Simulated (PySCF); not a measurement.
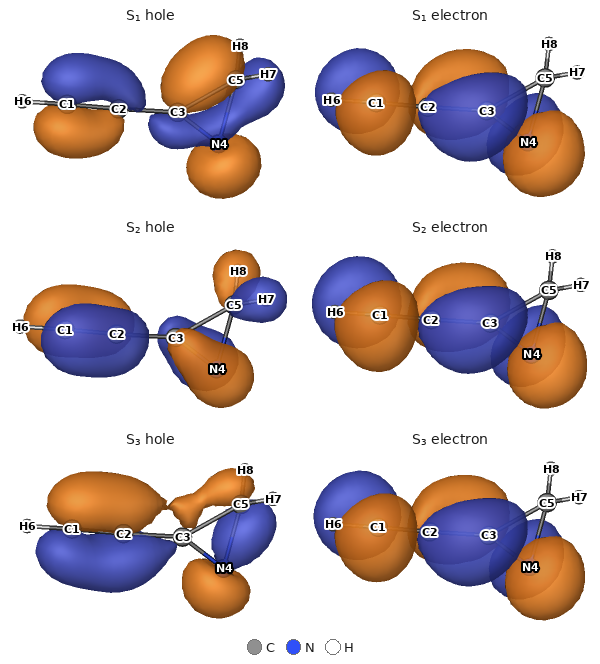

*C$_{4}$H$_{3}$N, SMILES `C#CC1=NC1`. Leading natural transition orbitals (TDA singlet states).*

PySCF calculation, CAM-B3LYP/6-311+G**, gas phase; geometry: GFN2-xTB. No frequency check shows the geometry to be a minimum.

### Describe these excited states.

By state:
- S₁: 4.09 eV (303 nm), f = 0.001 (very weak); the leading pair carries 99 %; hole on N4 (27 %), C5 (22 %) and C1 (19 %), electron on N4 (29 %), C3 (26 %) and C1 (22 %); their centroids lie 0.5 Å apart.
- S₂: 5.54 eV (224 nm), f = 0.083, π → π*; the leading pair carries 68 %; hole on C1 (31 %), C2 (23 %) and N4 (21 %), electron on C1 (30 %), C2 (21 %) and N4 (19 %) (shares are of the whole state, not of the leading pair alone); their centroids lie 0.3 Å apart.
- S₃: 5.75 eV (216 nm), f = 0.000 (very weak); the leading pair carries 94 %; hole on C2 (31 %), C1 (27 %) and N4 (20 %), electron on C1 (26 %), N4 (26 %) and C3 (22 %); their centroids lie 0.1 Å apart.
